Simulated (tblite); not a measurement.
# C2H7BO2Si2: the cost of one run

Programs: tblite 0.8.0 and PySCF 2.14.0, with density-fitted response routines of our own. Each step states its level of theory. These are calculated values for one molecule in the gas phase, unless marked as measured. Atoms are numbered from 0 throughout.

## Step 1: The starting structure

14 atoms, charge 0, multiplicity 1; geometry from: force field or distance geometry start.

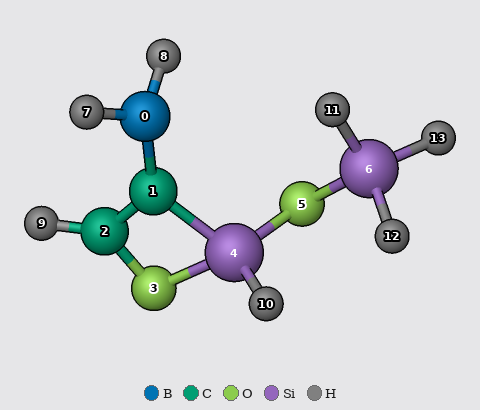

The starting geometry (boron blue, carbon teal, oxygen green, silicon purple, hydrogen grey), atoms numbered.

## Step 2: Geometry optimisation with GFN2-xTB

Job settings and geometry (Å):

```
{"job": {"kind": "relax", "xc": "GFN2-xTB", "basis": "xTB"}, "charge": 0, "multiplicity": 1}
B      1.601200    -0.394600     1.332700
C      1.122700     0.570300     0.164800
C      1.729300     1.420500    -0.612300
O      0.667800     1.886500    -1.379800
Si    -0.474900     0.898200    -0.577600
O     -1.072100    -0.455200    -1.434600
Si    -2.057500    -1.297100    -0.292000
H      2.436600     0.034800     2.069900
H      1.783100    -1.529500     0.986100
H      2.787500     1.707100    -0.656800
H     -1.462000     1.619400     0.220300
H     -1.236600    -1.829200     0.815600
H     -2.989400    -0.286700     0.302800
H     -2.836400    -2.344900    -0.961400
```

On the command line:

```bash
> OMP_NUM_THREADS=1 python probes_run.py task.json out
```

This one command runs all jobs of the session in turn.

**Question.** How long does this first job take on 1 thread of Arm Neoverse N1, shared host?

About 2 s.
